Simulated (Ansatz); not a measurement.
**H₁₂Si₄Sn (SMILES [SiH3][Sn]([SiH3])([SiH3])[SiH3]): density, localisation and related maps**

```yaml
atoms:
  - { symbol: Si, position_ang: [-0.3845, 1.3842, -2.1205] }
  - { symbol: Sn, position_ang: [-0.0025, -0.0008, 0.0018] }
  - { symbol: Si, position_ang: [2.4675, 0.1302, 0.6731] }
  - { symbol: Si, position_ang: [-0.6374, -2.4433, -0.4446] }
  - { symbol: Si, position_ang: [-1.4510, 0.9282, 1.9011] }
  - { symbol: H, position_ang: [-0.0263, 2.8073, -1.8779] }
  - { symbol: H, position_ang: [0.4556, 0.8650, -3.2327] }
  - { symbol: H, position_ang: [-1.8125, 1.3165, -2.5314] }
  - { symbol: H, position_ang: [2.7089, -0.6649, 1.9067] }
  - { symbol: H, position_ang: [2.8567, 1.5421, 0.9334] }
  - { symbol: H, position_ang: [3.3275, -0.4072, -0.4151] }
  - { symbol: H, position_ang: [-0.3974, -3.2686, 0.7693] }
  - { symbol: H, position_ang: [0.1779, -2.9915, -1.5613] }
  - { symbol: H, position_ang: [-2.0754, -2.5439, -0.8115] }
  - { symbol: H, position_ang: [-2.8914, 0.8477, 1.5389] }
  - { symbol: H, position_ang: [-1.2295, 0.1475, 3.1476] }
  - { symbol: H, position_ang: [-1.1051, 2.3509, 2.1631] }
```

Geometry: PBE0-D4/def2-TZVP; core potentials replace the inner electrons of Sn.

Computed with Ansatz 0.2.0, RKS PBE0-D4/def2-TZVPP.

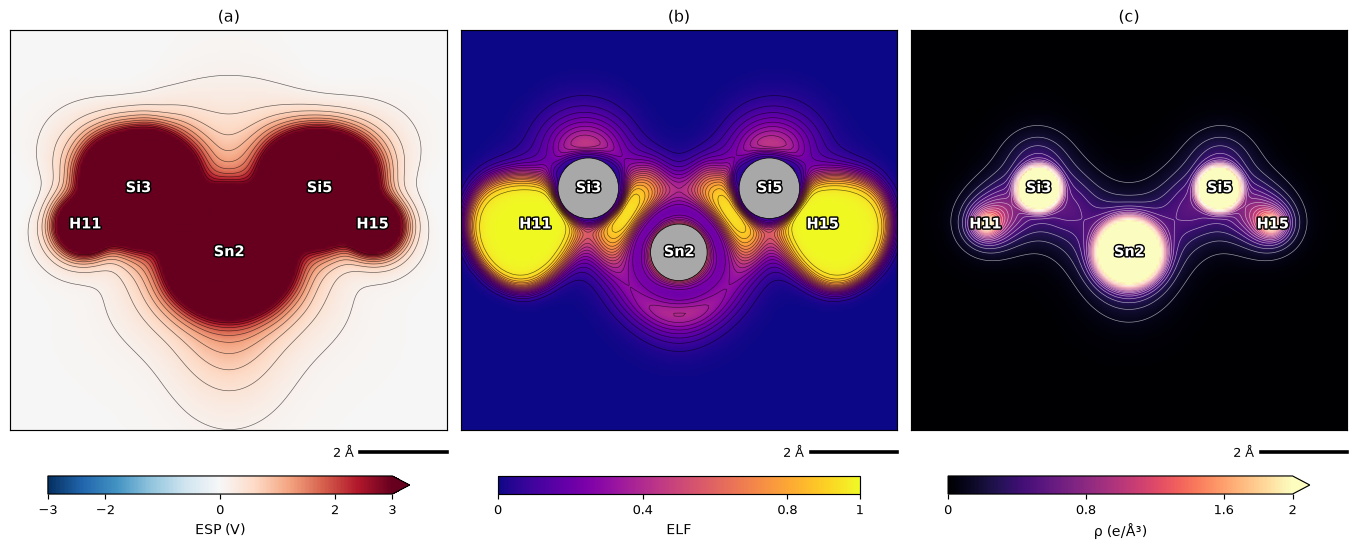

Figure 1. (a) molecular electrostatic potential; (b) electron localisation function; (c) electron density on the plane of atoms Sn2, Si5 and H15. Grey discs cover the atomic cores in the ELF map.

Question: Describe what can be read from this map.

Answer: The plane passes through Sn, Si and H nuclei. Si–Sn (2.56 Å): ρ is about 0.5 e/Å³ halfway; the ELF peaks at about 0.95 between the atoms (a covalent bond). Si–H (1.49 Å): the density is about 0.8 e/Å³ at the midpoint; the ELF climbs to about 1 towards the hydrogen, as it does in any bond to H. The potential has no marked negative region in this plane.

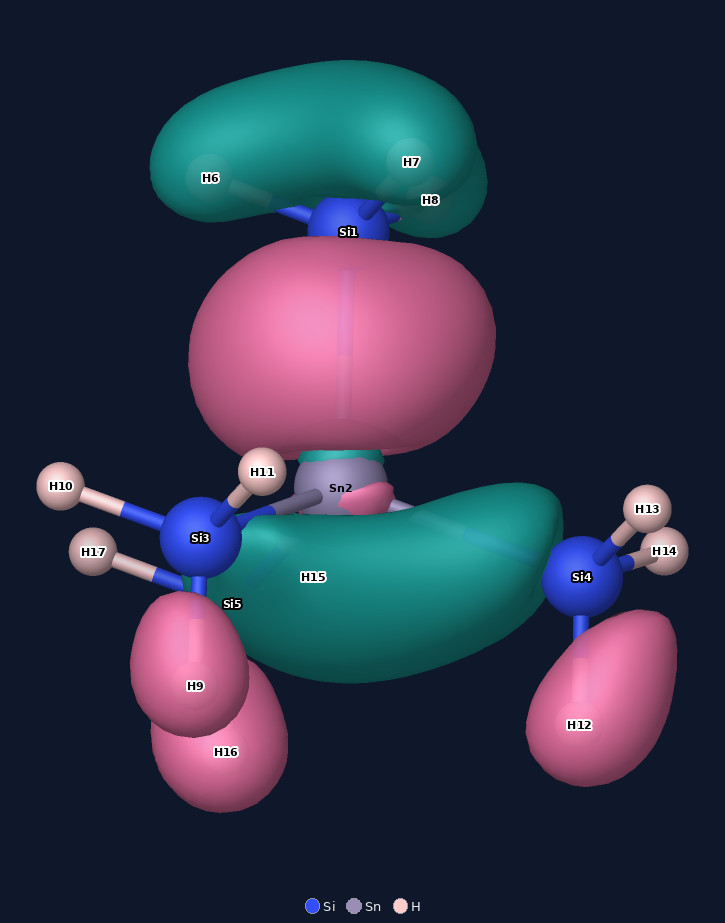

Figure 2. The HOMO at ±0.08 Å⁻³ᐟ² (teal and pink are the two phases), seen at a tilt.

Question: Describe this orbital and give its energy.

Answer: It lies mainly on Sn2 (about 35 %) and Si1 (about 30 %). It is one of a degenerate set, so its orientation is arbitrary. Its energy is −7.61 eV.

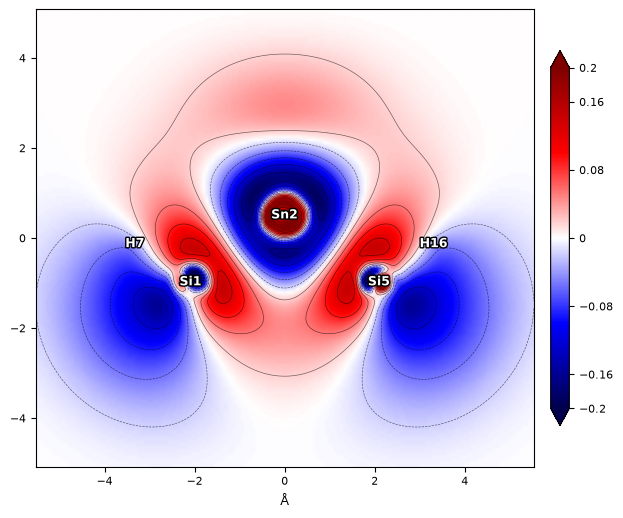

Figure 3. The LUMO on the plane of atoms Sn2, Si1 and H7 (values in Å⁻³ᐟ²; the overall sign is arbitrary).

Question: Describe this orbital and give its energy.

Answer: By Hirshfeld shares it lies mainly on Sn2 (about 20 %), Si1 (about 15 %), Si3 (about 15 %), Si4 (about 15 %) and Si5 (about 15 %). Its energy is −0.45 eV.
